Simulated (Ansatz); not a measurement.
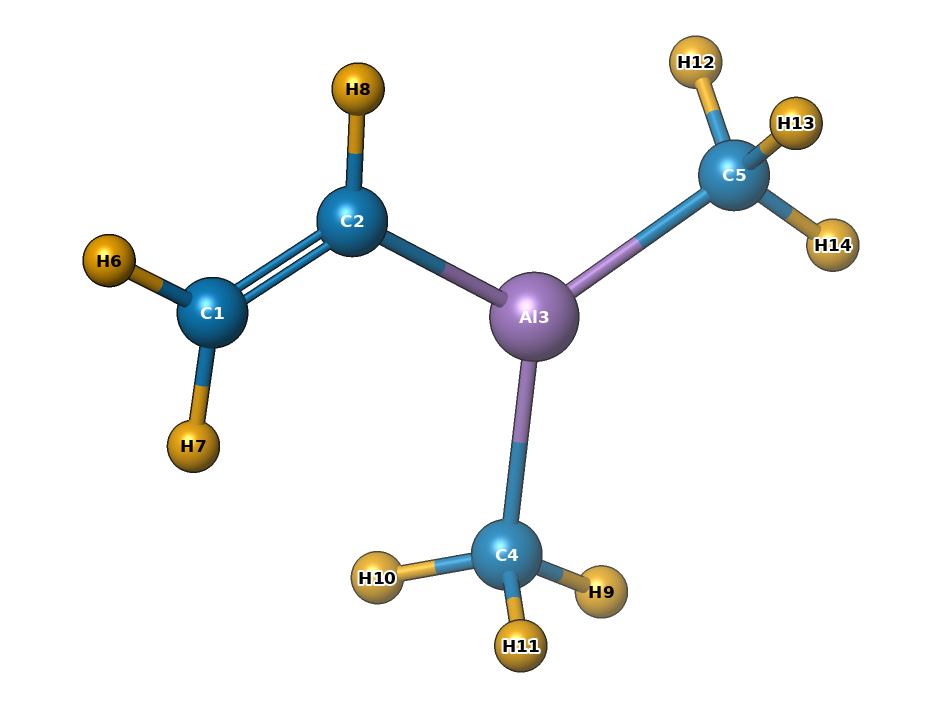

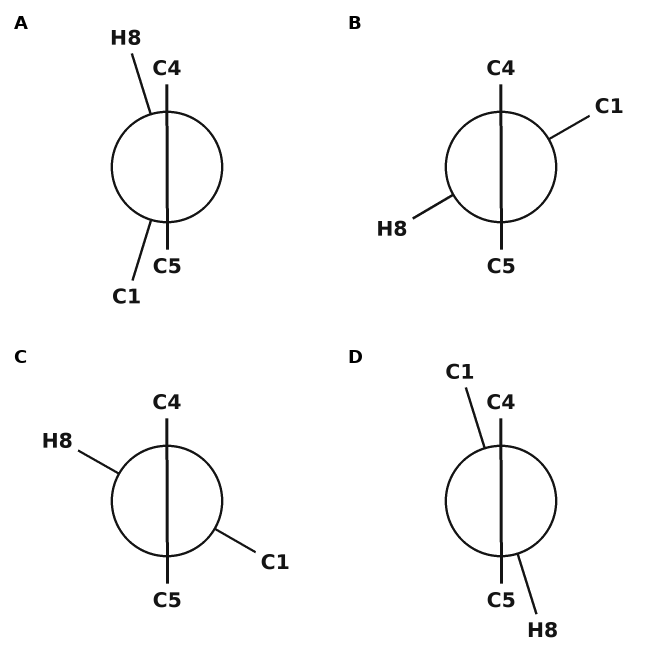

Atoms fade into the background with distance from the viewer. Bonds that would overlap in a projection are set slightly apart. The geometry was computed by an optimisation with PBE-D4/def2-SVP. No frequency run is at hand to confirm it as a minimum.

### Which Newman projection shows the view along Al3–C2, with Al3 in front?

D. The torsion angle C4–Al3–C2–C1 is 0°, synperiplanar (eclipsed).
